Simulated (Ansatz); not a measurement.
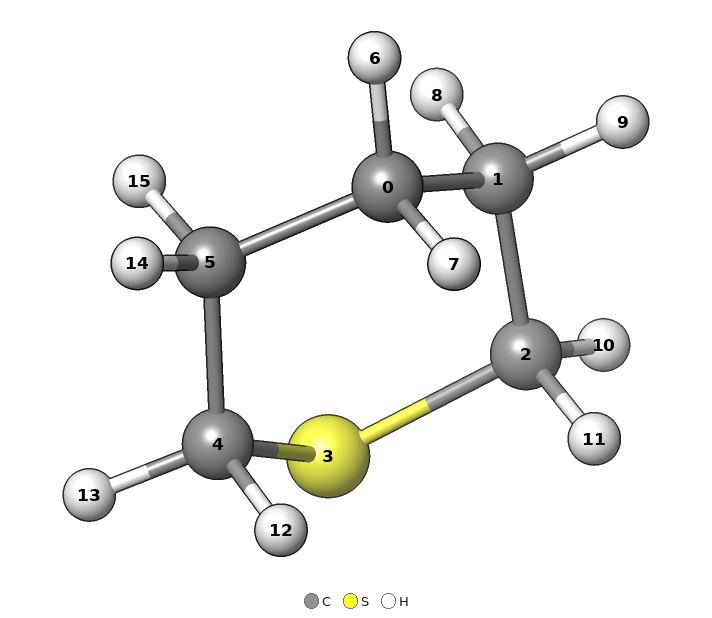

Starting geometry of the run. Atoms are numbered from 0, in the order of the input.

Input file:

```yaml
crystal:
  periodic: [false, false, false]
  atoms:
    - {symbol: C, position_ang: [-0.398712, -0.017851, 1.126236]}
    - {symbol: C, position_ang: [1.071851, -0.296195, 0.844991]}
    - {symbol: C, position_ang: [1.296803, -0.907941, -0.526362]}
    - {symbol: S, position_ang: [0.739511, 0.163564, -1.867543]}
    - {symbol: C, position_ang: [-0.957029, 0.410402, -1.303372]}
    - {symbol: C, position_ang: [-1.031387, 0.934060, 0.119898]}
    - {symbol: H, position_ang: [-0.506849, 0.391630, 2.134665]}
    - {symbol: H, position_ang: [-0.950764, -0.966631, 1.117763]}
    - {symbol: H, position_ang: [1.644075, 0.634639, 0.917475]}
    - {symbol: H, position_ang: [1.467432, -0.976884, 1.607180]}
    - {symbol: H, position_ang: [2.358560, -1.083457, -0.711807]}
    - {symbol: H, position_ang: [0.786396, -1.874001, -0.606035]}
    - {symbol: H, position_ang: [-1.504680, -0.533873, -1.395886]}
    - {symbol: H, position_ang: [-1.401759, 1.116082, -2.008179]}
    - {symbol: H, position_ang: [-2.082082, 1.099345, 0.383484]}
    - {symbol: H, position_ang: [-0.531357, 1.907122, 0.167495]}
basis:
  gaussian: {orbitals: def2-TZVP}
hamiltonian: {xc: {name: wB97X}, pseudopotentials: {relativity: scalar}}
accuracy: high
```

Command:

```sh
ansatz run in.yaml --threads 2 --pin off --events-out ev --progress --plain --max-ram 32768MiB --backend cpu
```

Result:

```
Functional definition: wB97X
  name "wB97X"
  cite "Chai & Head-Gordon, J. Chem. Phys. 128, 084106 (2008) doi:10.1063/1.2834918"
  cite "Becke, J. Chem. Phys. 107, 8554 (1997) doi:10.1063/1.475007"
  parameter omega = 0.3/bohr
  parameter cx = 0.157706
  parameter cx1 = 0.726479
  parameter cx2 = 1.04760
  parameter cx3 = -5.70635
  parameter cx4 = 13.2794
  parameter css1 = -4.33879
  parameter css2 = 18.2308
  parameter css3 = -31.7430
  parameter css4 = 17.2901
  parameter cos1 = 2.37031
  parameter cos2 = -11.3995
  parameter cos3 = 6.58405
  parameter cos4 = -3.78132
  # The coefficients of nought are those of the uniform gas.
  exchange = spin_sum(e_x_unif_sr(omega)*poly(b97_u_x, 1 - cx, cx1, cx2, cx3, cx4)) + cx*exact_x_sr(omega)
      + exact_x_lr(omega)
  correlation = spin_sum(e_c_pw_same_spin*poly(b97_u_same, 1, css1, css2, css3, css4))
      + integral(e_c_pw_opposite_spin*poly(b97_u_opposite, 1, cos1, cos2, cos3, cos4))
4808 factors; integrals over basis functions are off by at most 6.7e-9 eV
546 factors; integrals over basis functions are off by at most 2.4e-9 eV
mean field evaluation 1: about -16207.7109 eV, gradient 4.7e1 eV
mean field evaluation 2: about -16209.5287 eV, gradient 3.9e1 eV
mean field evaluation 4: about -16212.9530 eV, gradient 1.1e0 eV
mean field evaluation 8: about -16213.1256 eV, gradient 1.2e-1 eV
mean field evaluation 16: about -16213.1256 eV, gradient 4.6e-5 eV
mean field -16213.12561622 eV, -595.8213767450 hartree, gradient 4.7e-8 eV, S^2 0.000000; 0 other end points of the search recorded, 0 dependent functions left out
reference -16213.12561248 eV, -595.8213766073 hartree; 28, 28 occupied and 224, 224 virtual orbitals, 4808 factors
Total energy: -16213.12561248 eV, -595.8213766073 hartree
Relativity: scalar
```

The calculation finished and met its thresholds.
